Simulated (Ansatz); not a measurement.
# The false plateau in GW convergence: TiO2 (Anatase), part 2 of 2

Can the band sum of G0W0 be converged at a fixed screening cutoff? A test on TiO2 (Anatase).

Ansatz 0.2.0; G0W0 on PBE, plane waves, PAW. Known limits of the many-body steps: not at the basis limit.

So far. Step 7 (284 empty bands, screening to 150 eV): The G0W0 gap on the mesh is 3.621 eV.

## (8) 504 empty bands, screening to 220 eV

The input, input.yaml:

```yaml
crystal:
  lattice:
    - [-1.8921, 1.8921, 4.7573]
    - [1.8921, -1.8921, 4.7573]
    - [1.8921, 1.8921, -4.7573]
  atoms:
    - { symbol: Ti, position: [0.0, 0.0, 0.0] }
    - { symbol: Ti, position: [0.75, 0.25, 0.5] }
    - { symbol: O, position: [0.2081, 0.2081, 0.0] }
    - { symbol: O, position: [0.9581, 0.4581, 0.5] }
    - { symbol: O, position: [0.5419, 0.0419, 0.5] }
    - { symbol: O, position: [0.7919, 0.7919, 0.0] }
kpoints:
  mp_grid: { grid: [6, 6, 6] }
hamiltonian:
  xc: pbe
scf:
  occupations: { method: fixed }
gw:
  n_empty_bands: 504
  ecut_chi: 220
  qp_bands: [v2, c2]
  qp_kpoints: band_edges
  screening: { model: contour_deformation }
```

The run is started by

```console
ansatz run input.yaml --threads 2 --pin off --max-ram 92160MiB --backend cuda --events-out ev --progress --plain --runs-dir out --devices 1 --max-vram 13GiB  # rebuilt from the run's record
```

Numbers of over 12 decimals in the logs are rounded to 6 here.

The program printed:

```text
GPUs: using 1 of 1 available (devices: 1).
[...]
GPU FFT provider: cuFFT
GPU libraries: cuBLAS 13.8.2, cuFFT 12.4.0, cuSOLVER 12.3.4
Crystal: 6 atoms, lattice volume = 68.125 Å³
Basis set: ecut = 420 eV, 1315 PW (Γ)
Bands: 30, of which v1, the nominal top of the filled ones, is band 24 counted from 1 (23 counted from 0)
Symmetry: 16 space group operations
[...]
k-points: 30 of 216
[...]
1    26     10.3998   -14.3012    -6.6381   -21.9275  0.7076    11.4105    11.3881  root
[...]
29    23      7.2097   -26.1440     4.2767   -21.3790  0.7103     6.7166     6.7213  root
    29    24      7.2097   -26.1440     4.2767   -21.3790  0.7103     6.7166     6.7213  root
    29    25      9.8146   -13.2308    -7.1125   -21.4109  0.7186    10.9068    10.8821  root
    29    26      9.8146   -13.2308    -7.1125   -21.4109  0.7186    10.9068    10.8821  root
[key lines of the parts left out:]
SCF converged after 6 iterations
Free energy (F): -7277.471112 eV
Fermi energy:    7.290149 eV
```

Run time: 2.5 min. Hardware: 1 × NVIDIA H100 80GB HBM3 (shared by 6 runs) with 2 threads of AMD EPYC 7R13 (Zen 3), shared host; peak memory 2.9 GiB; 4.4 min of CPU time.

The G0W0 gap on the mesh is 3.665 eV.

## (9) 154 empty bands, screening to 300 eV

Changes to input.yaml since step 8:

```diff
@@ -19,4 +19,4 @@
 gw:
-  n_empty_bands: 504
-  ecut_chi: 220
+  n_empty_bands: 154
+  ecut_chi: 300
   qp_bands: [v2, c2]
```

The program printed:

```text
GPUs: using 1 of 1 available (devices: 1).
[...]
GPU FFT provider: cuFFT
GPU libraries: cuBLAS 13.8.2, cuFFT 12.4.0, cuSOLVER 12.3.4
Crystal: 6 atoms, lattice volume = 68.125 Å³
Basis set: ecut = 420 eV, 1315 PW (Γ)
Bands: 30, of which v1, the nominal top of the filled ones, is band 24 counted from 1 (23 counted from 0)
Symmetry: 16 space group operations
[...]
k-points: 30 of 216
[...]
1    26     10.3998   -14.3012    -6.3091   -21.9275  0.7062    11.7603    11.7171  root
[...]
29    23      7.2097   -26.1440     4.6356   -21.3790  0.7086     7.0799     7.0802  root
    29    24      7.2097   -26.1440     4.6356   -21.3790  0.7086     7.0799     7.0802  root
    29    25      9.8146   -13.2308    -6.7897   -21.4109  0.7175    11.2505    11.2049  root
    29    26      9.8146   -13.2308    -6.7897   -21.4109  0.7175    11.2505    11.2049  root
[key lines of the parts left out:]
SCF converged after 6 iterations
Free energy (F): -7277.471112 eV
Fermi energy:    7.290149 eV
```

The job ended after 43 s (1 × NVIDIA H100 80GB HBM3 (shared by 6 runs) with 2 threads; peak memory 4.2 GiB).

The G0W0 gap on the mesh is 3.638 eV.

## (10) 803 empty bands, screening to 300 eV

Changes to input.yaml since step 9:

```diff
@@ -19,3 +19,3 @@
 gw:
-  n_empty_bands: 154
+  n_empty_bands: 803
   ecut_chi: 300
```

The program printed:

```text
GPUs: using 1 of 1 available (devices: 1).
[...]
GPU FFT provider: cuFFT
GPU libraries: cuBLAS 13.8.2, cuFFT 12.4.0, cuSOLVER 12.3.4
Crystal: 6 atoms, lattice volume = 68.125 Å³
Basis set: ecut = 420 eV, 1315 PW (Γ)
Bands: 30, of which v1, the nominal top of the filled ones, is band 24 counted from 1 (23 counted from 0)
Symmetry: 16 space group operations
[...]
k-points: 30 of 216
[...]
1    26     10.3998   -14.3012    -6.7112   -21.9275  0.7060    11.3341    11.3150  root
[...]
29    23      7.2097   -26.1440     4.1791   -21.3790  0.7085     6.6167     6.6238  root
    29    24      7.2097   -26.1440     4.1791   -21.3790  0.7085     6.6167     6.6238  root
    29    25      9.8146   -13.2308    -7.1766   -21.4109  0.7173    10.8397    10.8180  root
    29    26      9.8146   -13.2308    -7.1766   -21.4109  0.7173    10.8397    10.8180  root
[key lines of the parts left out:]
SCF converged after 6 iterations
Free energy (F): -7277.471112 eV
Fermi energy:    7.290149 eV
```

The job ended after 5 min (1 × NVIDIA H100 80GB HBM3 (shared by 6 runs) with 2 threads; peak memory 5.2 GiB).

The G0W0 gap on the mesh is 3.695 eV.

## (11) The grid

Start PBE, 6×6×6 mesh. Times are wall times on 1 × NVIDIA H100 80GB HBM3 (shared by 6 runs) with 2 threads of AMD EPYC 7R13 (Zen 3), shared host, good to a factor of about two.

```
cutoff (eV)  plane waves at q = 0  bands summed  gap (eV)  Σc valence (eV)  Σc conduction (eV)     time
         50                    53            78     3.871             4.95               -5.93     14 s
         50                    53           308     3.775             4.72               -6.26     37 s
        100                   155           178     3.618             4.75               -6.39     40 s
        100                   155           827     3.579             4.57               -6.60  2.5 min
        150                   293            78     3.701             5.10               -5.95     24 s
        150                   293           308     3.621             4.55               -6.58     47 s
        220                   527           528     3.665             4.39               -6.70  2.5 min
        300                   809           178     3.638             4.74               -6.38     43 s
        300                   809           827     3.695             4.30               -6.76    5 min
```

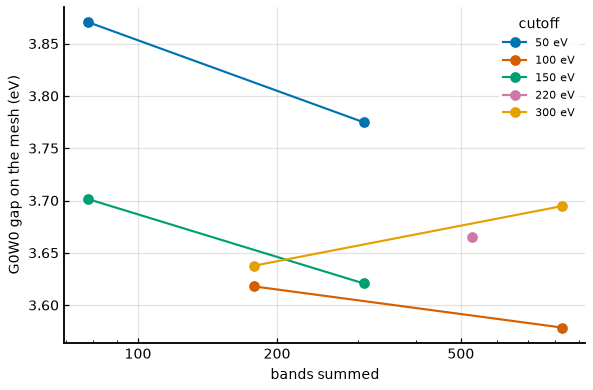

The gap against bands, one line for each screening cutoff.

## (12) Summary of results

```json
{"78 bands, 50 eV": "3.871 eV", "308 bands, 50 eV": "3.775 eV", "178 bands, 100 eV": "3.618 eV", "827 bands, 100 eV": "3.579 eV", "78 bands, 150 eV": "3.701 eV", "308 bands, 150 eV": "3.621 eV", "528 bands, 220 eV": "3.665 eV", "178 bands, 300 eV": "3.638 eV", "827 bands, 300 eV": "3.695 eV", "estimated limit along the diagonal": "3.75 eV", "mesh and start": "6×6×6, PBE"}
```

In words: At 50 eV, going from 78 to 308 bands moves the gap by −0.10 eV. At 100 eV, going from 178 to 827 bands moves the gap by −0.04 eV. At 150 eV, going from 78 to 308 bands moves the gap by −0.08 eV. At 300 eV, going from 178 to 827 bands moves the gap by +0.06 eV. At 78 bands, raising the cutoff from 50 to 150 eV moves it by −0.17 eV. At 308 bands, raising the cutoff from 50 to 150 eV moves it by −0.15 eV. At 178 bands, raising the cutoff from 100 to 300 eV moves it by +0.02 eV. At 827 bands, raising the cutoff from 100 to 300 eV moves it by +0.12 eV. Along the diagonal, where both rise together, the two highest rungs point to 3.75 eV. Gaps are over the mesh's points; an edge off the mesh would be missed. A low cutoff hides what high bands add, so a band series at one cutoff can look settled before the gap is.

[Paths, hosts, dates, memory and timing lines, banners, echoed tables and standing remarks are left out of the program output.]

[Logs are printed without paths, hosts, clocks, repeated set-up lines and the standing remarks that a program may print on its own settings, such as how far it seeks lower states.]

[Runs of the session that timed out or met a known fault of the program may be left out.]

[Cells called generated may have been cut or substituted from an entry of the Crystallography Open Database or the Materials Project.]

[Hosts, paths, dates, database ids (printed as entryN), source tags and the programs' standing remarks are cut or masked in the printed files.]
